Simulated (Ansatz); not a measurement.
# Gallium, simple cubic under r²SCAN: ground state and equation of state, part 2 of 2

Aim: take gallium in the simple cubic structure, relax it, solve it on a dense k-mesh, switch on spin-orbit coupling, then scale the cell to 7 volumes from 88 to 112 % of the relaxed one and try a fit of the equation of state. The k-meshes are 11×11×11 for the relaxation; 19×19×19 for the dense run; 12×12×12 for spin-orbit coupling; 13×13×13 for the volumes.

Ansatz 0.2.0; DFT, r2SCAN, plane waves (500 eV) with PAW, scalar-relativistic. The steps go on from the part before.

**5. Equation of state: 88 %**

Input file input.yaml:

```yaml
crystal:
  lattice:
    - [2.5592124133, 0.0, 0.0]
    - [0.0, 2.5592124133, 0.0]
    - [0.0, 0.0, 2.5592124133]
  atoms:
    - { symbol: Ga, position: [0.0, 0.0, 0.0] }
hamiltonian:
  xc: r2scan
  pseudopotentials:
    kind: paw
    azcp:
      Ga: "pseudopotentials/Ga.paw.azcp"
basis:
  ecutwfc: 500
  fft_grid_basis: typed
kpoints:
  mp_grid: { grid: [13, 13, 13], shift: [0, 0, 0] }
magnetization:
  spin_polarized: false
scf:
  occupations: { method: fermi_dirac, width: 0.1 }
  lower_state_search: "off"
output:
  stress: true
  write_density: true
  write_potential: true
  elf: true
  volumetric_format: npy
```

The run is started by

```sh
ansatz run input.yaml --threads 1 --pin off --max-ram 3584MiB --backend cpu --events-out ev --progress --plain --runs-dir out
```

The log of the run, shortened:

```text
[...]
Pseudopotentials: kind: paw
Pseudopotential: Ga, paw, valence charge 13, recommended cutoff 500 eV (meta_gga), <dir>
Functional definition: r2SCAN
[...]
Crystal: 1 atoms, lattice volume = 16.762 Å³
Basis set: ecut = 500 eV, 437 PW (Γ), exchange–correlation on 80×80×80 points (64 copies of the dense FFT grid, shifted against one another)
Bands: 11, of which v1, the nominal top of the filled ones, is band 7 counted from 1 (6 counted from 0)
Symmetry: 48 space group operations
Space group: Pm-3m (ITA 221), of the structure as read, at distance tolerance 2.6e-5 Å
k-points: 84 of 2197
[...]
SCF iter   1: F=-3790.052535 eV  HF=-3790.048031 eV  |F-HF|=4.50e-3  |Δ(HF+E_count)|=         —  Δρ=1.07e-2  dr2=8.22e-3  dr2_τ=1.55e-3  ethr=1.77e-3  ⟨swp⟩=5.1  Hψ=5564  notcnv=0
[...]
SCF iter   6: F=-3790.062116 eV  HF=-3790.062116 eV  |F-HF|=2.41e-9  |Δ(HF+E_count)|=   1.13e-7  Δρ=3.92e-6  dr2=2.40e-9  dr2_τ=2.60e-11  ethr=6.39e-10  ⟨swp⟩=6.2  Hψ=4915  notcnv=0
[...]
SCF converged after 6 iterations
Free energy (F): -3790.062116 eV
[...]
E sigma→0 (E₀):  -3790.055227 eV
Entropy (-TS):   -0.013777 eV (-13.777 meV/atom)
Fermi energy:    10.932323 eV
[...]
--- Stress (GPa, compression-positive) ---
       10.116623       0.000000       0.000000
        0.000000      10.116623       0.000000
        0.000000       0.000000      10.116623
  P = ⅓ Tr σ = 10.1166 GPa (101.166 kbar)
--- Band table (eV; the first three rows and the last of 84) ---
  k-point 0: bands = ["-4.9687", "-4.9687", "-4.1552", "-4.1552", "-4.1552", "-1.4678", "21.8079", "21.8079", "21.8079", "24.4436", "24.4436"]
[...]
```

It took 4.2 s on 1 thread of Intel Xeon Platinum 8259CL at 2.50GHz (Skylake/Cascade Lake), shared host; peak memory 0.51 GiB.

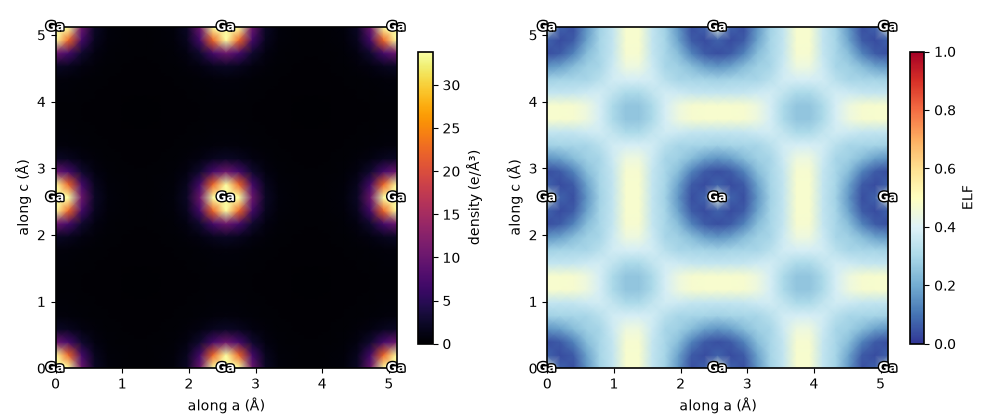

Density (left) and ELF (right) in a lattice plane of the grid's cell (edges 2.56 and 2.56 Å, at 0.000 of the third edge), which holds Ga. Only atoms in the plane are labelled; the density scale stops at 33.88 e/Å³. Both are smooth fields of the valence electrons: close to the nuclei they are not physical.

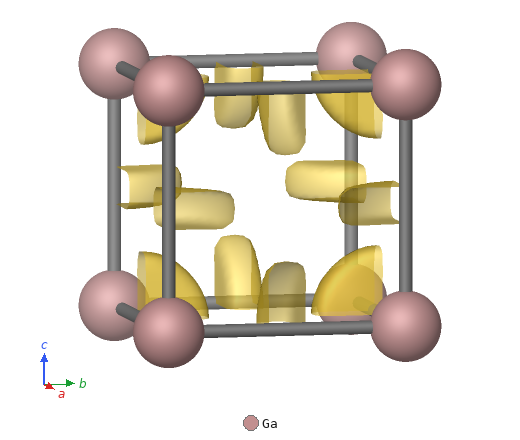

Surface of ELF = 0.41, drawn in one cell.

Maxima of ELF outside the ion cores: 0.47 on the Ga–Ga line, 1.2 Å from Ga.

**6. Equation of state: 92 %**

input.yaml: that of step 5 with these lines changed.

```diff
@@ -2,5 +2,5 @@
   lattice:
-    - [2.5592124133, 0.0, 0.0]
-    - [0.0, 2.5592124133, 0.0]
-    - [0.0, 0.0, 2.5592124133]
+    - [2.5974152457, 0.0, 0.0]
+    - [0.0, 2.5974152457, 0.0]
+    - [0.0, 0.0, 2.5974152457]
   atoms:
@@ -25,5 +25 @@
   stress: true
-  write_density: true
-  write_potential: true
-  elf: true
-  volumetric_format: npy
```

The run is started by

```sh
ansatz run input.yaml --threads 1 --pin off --max-ram 3584MiB --backend cpu --events-out ev --progress --plain --runs-dir out
```

The log of the run, shortened:

```text
[...]
[... 3 set-up lines as earlier in the session ...]
[...]
Crystal: 1 atoms, lattice volume = 17.524 Å³
Basis set: ecut = 500 eV, 461 PW (Γ), exchange–correlation on 80×80×80 points (64 copies of the dense FFT grid, shifted against one another)
Bands: 11, of which v1, the nominal top of the filled ones, is band 7 counted from 1 (6 counted from 0)
[... 2 set-up lines as earlier in the session ...]
k-points: 84 of 2197
[...]
SCF iter   1: F=-3790.090311 eV  HF=-3790.088102 eV  |F-HF|=2.21e-3  |Δ(HF+E_count)|=         —  Δρ=1.05e-2  dr2=8.24e-3  dr2_τ=1.23e-3  ethr=1.77e-3  ⟨swp⟩=5.1  Hψ=5462  notcnv=0
[...]
SCF iter   6: F=-3790.099985 eV  HF=-3790.099985 eV  |F-HF|=2.03e-9  |Δ(HF+E_count)|=   9.84e-8  Δρ=3.28e-6  dr2=1.90e-9  dr2_τ=2.19e-11  ethr=5.64e-10  ⟨swp⟩=2.3  Hψ=2999  notcnv=0
[...]
SCF converged after 6 iterations
Free energy (F): -3790.099985 eV
[...]
E sigma→0 (E₀):  -3790.092768 eV
Entropy (-TS):   -0.014433 eV (-14.433 meV/atom)
Fermi energy:    10.299565 eV
[...]
--- Stress (GPa, compression-positive) ---
        5.974193      -0.000000       0.000000
        0.000000       5.974193       0.000000
        0.000000       0.000000       5.974193
  P = ⅓ Tr σ = 5.9742 GPa (59.742 kbar)
```

Wall time 4.5 s (1 thread of Intel Xeon Platinum 8259CL at 2.50GHz (Skylake/Cascade Lake), shared host); peak memory 0.49 GiB.

**7. Equation of state: 96 %**

input.yaml: that of step 6 with these lines changed.

```diff
@@ -2,5 +2,5 @@
   lattice:
-    - [2.5974152457, 0.0, 0.0]
-    - [0.0, 2.5974152457, 0.0]
-    - [0.0, 0.0, 2.5974152457]
+    - [2.6345261917, 0.0, 0.0]
+    - [0.0, 2.6345261917, 0.0]
+    - [0.0, 0.0, 2.6345261917]
   atoms:
```

The run is started by

```sh
ansatz run input.yaml --threads 1 --pin off --max-ram 3584MiB --backend cpu --events-out ev --progress --plain --runs-dir out
```

The log of the run, shortened:

```text
[...]
[... 3 set-up lines as earlier in the session ...]
[...]
Crystal: 1 atoms, lattice volume = 18.286 Å³
Basis set: ecut = 500 eV, 461 PW (Γ), exchange–correlation on 80×80×80 points (64 copies of the dense FFT grid, shifted against one another)
Bands: 11, of which v1, the nominal top of the filled ones, is band 7 counted from 1 (6 counted from 0)
[... 2 set-up lines as earlier in the session ...]
k-points: 84 of 2197
[...]
SCF iter   1: F=-3790.110835 eV  HF=-3790.110435 eV  |F-HF|=4.00e-4  |Δ(HF+E_count)|=         —  Δρ=1.03e-2  dr2=8.26e-3  dr2_τ=9.88e-4  ethr=1.77e-3  ⟨swp⟩=5.1  Hψ=5398  notcnv=0
[...]
SCF iter   6: F=-3790.120346 eV  HF=-3790.120346 eV  |F-HF|=1.46e-9  |Δ(HF+E_count)|=   9.12e-8  Δρ=2.45e-6  dr2=1.08e-9  dr2_τ=1.36e-11  ethr=4.81e-10  ⟨swp⟩=2.2  Hψ=3124  notcnv=0
[...]
SCF converged after 6 iterations
Free energy (F): -3790.120346 eV
[...]
E sigma→0 (E₀):  -3790.112621 eV
Entropy (-TS):   -0.015449 eV (-15.449 meV/atom)
Fermi energy:    9.720066 eV
[...]
--- Stress (GPa, compression-positive) ---
        2.719360      -0.000000       0.000000
        0.000000       2.719360       0.000000
       -0.000000       0.000000       2.719360
  P = ⅓ Tr σ = 2.7194 GPa (27.194 kbar)
```

Wall time 3.7 s (1 thread of Intel Xeon Platinum 8259CL at 2.50GHz (Skylake/Cascade Lake), shared host); peak memory 0.5 GiB.

**8. Equation of state: 100 %**

input.yaml: that of step 7 with these lines changed.

```diff
@@ -2,5 +2,5 @@
   lattice:
-    - [2.6345261917, 0.0, 0.0]
-    - [0.0, 2.6345261917, 0.0]
-    - [0.0, 0.0, 2.6345261917]
+    - [2.6706200767, 0.0, 0.0]
+    - [0.0, 2.6706200767, 0.0]
+    - [0.0, 0.0, 2.6706200767]
   atoms:
```

The run is started by

```sh
ansatz run input.yaml --threads 1 --pin off --max-ram 3584MiB --backend cpu --events-out ev --progress --plain --runs-dir out
```

The log of the run, shortened:

```text
[...]
[... 3 set-up lines as earlier in the session ...]
[...]
Crystal: 1 atoms, lattice volume = 19.047 Å³
Basis set: ecut = 500 eV, 461 PW (Γ), exchange–correlation on 80×80×80 points (64 copies of the dense FFT grid, shifted against one another)
Bands: 11, of which v1, the nominal top of the filled ones, is band 7 counted from 1 (6 counted from 0)
[... 2 set-up lines as earlier in the session ...]
k-points: 84 of 2197
[...]
SCF iter   1: F=-3790.118268 eV  HF=-3790.118692 eV  |F-HF|=4.24e-4  |Δ(HF+E_count)|=         —  Δρ=9.95e-3  dr2=8.01e-3  dr2_τ=8.03e-4  ethr=1.77e-3  ⟨swp⟩=5.0  Hψ=5595  notcnv=0
[...]
SCF iter   6: F=-3790.126940 eV  HF=-3790.126940 eV  |F-HF|=1.20e-10  |Δ(HF+E_count)|=   7.44e-8  Δρ=1.10e-6  dr2=1.60e-10  dr2_τ=3.05e-12  ethr=3.68e-10  ⟨swp⟩=2.0  Hψ=3048  notcnv=0
[...]
SCF converged after 6 iterations
Free energy (F): -3790.126940 eV
[...]
E sigma→0 (E₀):  -3790.118636 eV
Entropy (-TS):   -0.016608 eV (-16.608 meV/atom)
Fermi energy:    9.186217 eV
[...]
--- Stress (GPa, compression-positive) ---
        0.155771      -0.000000       0.000000
       -0.000000       0.155771       0.000000
        0.000000       0.000000       0.155771
  P = ⅓ Tr σ = 0.1558 GPa (1.558 kbar)
```

It took 3.5 s on 1 thread of Intel Xeon Platinum 8259CL at 2.50GHz (Skylake/Cascade Lake), shared host; peak memory 0.51 GiB.

**9. Equation of state: 104 %**

input.yaml: that of step 8 with these lines changed.

```diff
@@ -2,5 +2,5 @@
   lattice:
-    - [2.6706200767, 0.0, 0.0]
-    - [0.0, 2.6706200767, 0.0]
-    - [0.0, 0.0, 2.6706200767]
+    - [2.7057638448, 0.0, 0.0]
+    - [0.0, 2.7057638448, 0.0]
+    - [0.0, 0.0, 2.7057638448]
   atoms:
```

The run is started by

```sh
ansatz run input.yaml --threads 1 --pin off --max-ram 3584MiB --backend cpu --events-out ev --progress --plain --runs-dir out
```

The log of the run, shortened:

```text
[...]
[... 3 set-up lines as earlier in the session ...]
[...]
Crystal: 1 atoms, lattice volume = 19.809 Å³
Basis set: ecut = 500 eV, 485 PW (Γ), exchange–correlation on 80×80×80 points (64 copies of the dense FFT grid, shifted against one another)
Bands: 11, of which v1, the nominal top of the filled ones, is band 7 counted from 1 (6 counted from 0)
[... 2 set-up lines as earlier in the session ...]
k-points: 84 of 2197
[...]
SCF iter   1: F=-3790.114126 eV  HF=-3790.115852 eV  |F-HF|=1.73e-3  |Δ(HF+E_count)|=         —  Δρ=9.91e-3  dr2=8.07e-3  dr2_τ=6.58e-4  ethr=1.77e-3  ⟨swp⟩=5.1  Hψ=5586  notcnv=0
[...]
SCF iter   6: F=-3790.122652 eV  HF=-3790.122652 eV  |F-HF|=4.55e-11  |Δ(HF+E_count)|=   6.39e-8  Δρ=1.33e-6  dr2=2.02e-10  dr2_τ=3.47e-12  ethr=4.93e-10  ⟨swp⟩=2.2  Hψ=3285  notcnv=0
[...]
SCF converged after 6 iterations
Free energy (F): -3790.122652 eV
[...]
E sigma→0 (E₀):  -3790.113830 eV
Entropy (-TS):   -0.017643 eV (-17.643 meV/atom)
Fermi energy:    8.693661 eV
[...]
--- Stress (GPa, compression-positive) ---
       -1.881779       0.000000       0.000000
        0.000000      -1.881779      -0.000000
        0.000000      -0.000000      -1.881779
  P = ⅓ Tr σ = -1.8818 GPa (-18.818 kbar)
```

Wall time 4.1 s (1 thread of Intel Xeon Platinum 8259CL at 2.50GHz (Skylake/Cascade Lake), shared host); peak memory 0.51 GiB.

**10. Equation of state: 108 %**

input.yaml: that of step 9 with these lines changed.

```diff
@@ -2,5 +2,5 @@
   lattice:
-    - [2.7057638448, 0.0, 0.0]
-    - [0.0, 2.7057638448, 0.0]
-    - [0.0, 0.0, 2.7057638448]
+    - [2.7400176563, 0.0, 0.0]
+    - [0.0, 2.7400176563, 0.0]
+    - [0.0, 0.0, 2.7400176563]
   atoms:
@@ -25 +25,5 @@
   stress: true
+  write_density: true
+  write_potential: true
+  elf: true
+  volumetric_format: npy
```

The run is started by

```sh
ansatz run input.yaml --threads 1 --pin off --max-ram 3584MiB --backend cpu --events-out ev --progress --plain --runs-dir out
```

The log of the run, shortened:

```text
[...]
[... 3 set-up lines as earlier in the session ...]
[...]
Crystal: 1 atoms, lattice volume = 20.571 Å³
Basis set: ecut = 500 eV, 485 PW (Γ), exchange–correlation on 80×80×80 points (64 copies of the dense FFT grid, shifted against one another)
Bands: 11, of which v1, the nominal top of the filled ones, is band 7 counted from 1 (6 counted from 0)
[... 2 set-up lines as earlier in the session ...]
k-points: 84 of 2197
[...]
SCF iter   1: F=-3790.101307 eV  HF=-3790.104243 eV  |F-HF|=2.94e-3  |Δ(HF+E_count)|=         —  Δρ=9.86e-3  dr2=8.13e-3  dr2_τ=5.46e-4  ethr=1.77e-3  ⟨swp⟩=5.1  Hψ=5550  notcnv=0
[...]
SCF iter   6: F=-3790.109691 eV  HF=-3790.109691 eV  |F-HF|=3.79e-10  |Δ(HF+E_count)|=   7.76e-8  Δρ=2.68e-6  dr2=6.56e-10  dr2_τ=4.26e-12  ethr=7.53e-10  ⟨swp⟩=5.8  Hψ=4874  notcnv=0
[...]
SCF converged after 6 iterations
Free energy (F): -3790.109691 eV
[...]
E sigma→0 (E₀):  -3790.100427 eV
Entropy (-TS):   -0.018527 eV (-18.527 meV/atom)
Fermi energy:    8.238818 eV
[...]
--- Stress (GPa, compression-positive) ---
       -3.509612       0.000000       0.000000
       -0.000000      -3.509612       0.000000
        0.000000      -0.000000      -3.509612
  P = ⅓ Tr σ = -3.5096 GPa (-35.096 kbar)
--- Band table (eV; the first three rows and the last of 84) ---
  k-point 0: bands = ["-7.3443", "-7.3443", "-6.8359", "-6.8359", "-6.8359", "-2.6527", "17.5371", "17.5371", "17.5371", "20.3683", "20.3683"]
[...]
```

Wall time 6 s (1 thread of Intel Xeon Platinum 8259CL at 2.50GHz (Skylake/Cascade Lake), shared host); peak memory 0.52 GiB.

**11. Equation of state: 112 %**

input.yaml: that of step 10 with these lines changed.

```diff
@@ -2,5 +2,5 @@
   lattice:
-    - [2.7400176563, 0.0, 0.0]
-    - [0.0, 2.7400176563, 0.0]
-    - [0.0, 0.0, 2.7400176563]
+    - [2.7734357993, 0.0, 0.0]
+    - [0.0, 2.7734357993, 0.0]
+    - [0.0, 0.0, 2.7734357993]
   atoms:
```

The run is started by

```sh
ansatz run input.yaml --threads 1 --pin off --max-ram 3584MiB --backend cpu --events-out ev --progress --plain --runs-dir out
```

The log of the run, shortened:

```text
[...]
[... 3 set-up lines as earlier in the session ...]
[...]
Crystal: 1 atoms, lattice volume = 21.333 Å³
Basis set: ecut = 500 eV, 515 PW (Γ), exchange–correlation on 96×96×96 points (64 copies of the dense FFT grid, shifted against one another)
Bands: 11, of which v1, the nominal top of the filled ones, is band 7 counted from 1 (6 counted from 0)
[... 2 set-up lines as earlier in the session ...]
k-points: 84 of 2197
[...]
SCF iter   1: F=-3790.081558 eV  HF=-3790.085530 eV  |F-HF|=3.97e-3  |Δ(HF+E_count)|=         —  Δρ=9.80e-3  dr2=8.13e-3  dr2_τ=4.59e-4  ethr=1.77e-3  ⟨swp⟩=5.1  Hψ=5474  notcnv=0
[...]
SCF iter   6: F=-3790.089808 eV  HF=-3790.089808 eV  |F-HF|=8.69e-11  |Δ(HF+E_count)|=   5.67e-8  Δρ=4.62e-6  dr2=1.71e-9  dr2_τ=1.36e-11  ethr=7.69e-10  ⟨swp⟩=8.5  Hψ=5704  notcnv=0
[...]
SCF converged after 6 iterations
Free energy (F): -3790.089808 eV
[...]
E sigma→0 (E₀):  -3790.080097 eV
Entropy (-TS):   -0.019422 eV (-19.422 meV/atom)
Fermi energy:    7.817504 eV
[...]
--- Stress (GPa, compression-positive) ---
       -4.797129      -0.000000       0.000000
        0.000000      -4.797129       0.000000
        0.000000       0.000000      -4.797129
  P = ⅓ Tr σ = -4.7971 GPa (-47.971 kbar)
--- Band table (eV; the first three rows and the last of 84) ---
  k-point 0: bands = ["-7.7334", "-7.7334", "-7.2672", "-7.2672", "-7.2672", "-2.8363", "16.8508", "16.8508", "16.8508", "19.7212", "19.7212"]
[...]
```

It took 4.7 s on 1 thread of Intel Xeon Platinum 8259CL at 2.50GHz (Skylake/Cascade Lake), shared host; peak memory 0.54 GiB.

**12. The equation of state**

All volumes keep the relaxed shape and fractional coordinates.

| V (Å³/atom) | E − E₀ (meV/atom) | P from the stress (GPa) | P from the fit (GPa) |
| --- | --- | --- | --- |
| 16.762 | 63.5 | 10.12 | 10.05 |
| 17.524 | 25.9 | 5.97 | 5.89 |
| 18.286 | 6.1 | 2.72 | 2.61 |
| 19.047 | 0.0 | 0.16 | 0.04 |
| 19.809 | 4.9 | -1.88 | -2.00 |
| 20.571 | 18.3 | -3.51 | -3.60 |
| 21.333 | 38.6 | -4.80 | -4.86 |

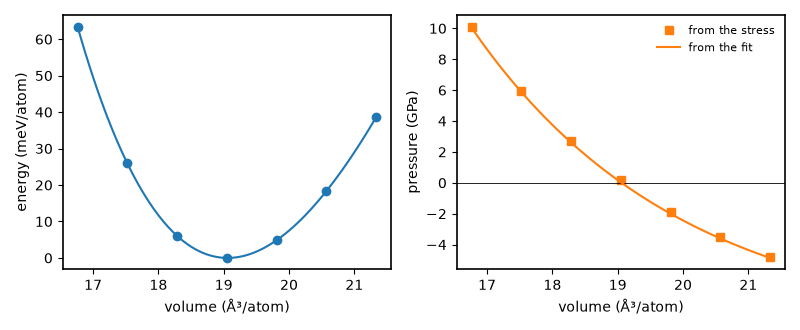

Energy and pressure against volume; the lines are the Birch-Murnaghan fit.

Fit (Birch-Murnaghan, third order): V₀ = 19.060 Å³/atom, B₀ = 57 GPa, B₀′ = 4.9, largest residual 0.06 meV/atom.

Fit and stress differ a little: one follows E(σ → 0), the other the smeared free energy.

**13. Results**

This closing draws on all 2 parts.

| quantity | value |
| --- | --- |
| space group (spins left aside) | Pm-3m (No. 221) |
| conventional cell | a = 2.671 Å |
| volume | 19.047 Å³/atom |
| shortest distance | 2.671 Å |
| gap on the mesh | none (levels filled in part) |
| relative to alpha-Ga (Cmce) | +146 meV/atom |
| V₀, B₀, B₀′ | 19.060 Å³/atom, 57 GPa, 4.9 |

What this shows: From the guessed start the volume shrank by 10.0 % in 5 steps. It lies 146 meV/atom above the element's reference form at the same level (alpha-Ga (Cmce), from a run of its own). Levels at the Fermi energy are filled in part, as in a metal. Totals with and without spin-orbit coupling (+2.5 eV/atom apart) can't be read as binding, since the two-component data shift the zero of energy. B₀ comes out at 57 GPa. Relaxation kept the symmetry; phonons were not checked.
